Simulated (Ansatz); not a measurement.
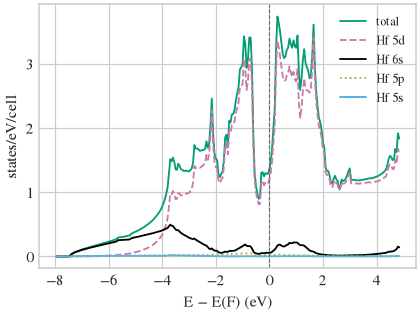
Total and projected density of states of Hf (hcp (Mg type), P6_3/mmc), PBE+D3(BJ) in the plane-wave PAW code Ansatz

Question: Which orbitals carry the states next to the Fermi level?

Answer: Within 0.5 eV of the Fermi level: Hf 5d 89 %, outside the projected shells 5 %. Projections are on Löwdin-orthogonalised atomic valence shells; empty p or d shells of many metals are not among them.

Question: Where is the tallest occupied peak in this window, and what makes it?

Answer: Near -0.9 eV, about 3.4 states/eV per cell; the largest projected share is Hf 5d.

The cell was relaxed with PBE+D3(BJ) under the symmetry of its start. The run is not spin-polarised. The pairwise dispersion correction was not fitted to metals. Spin–orbit coupling is left out wherever it is not named.

Potentials: the later of the program's two PAW sets.
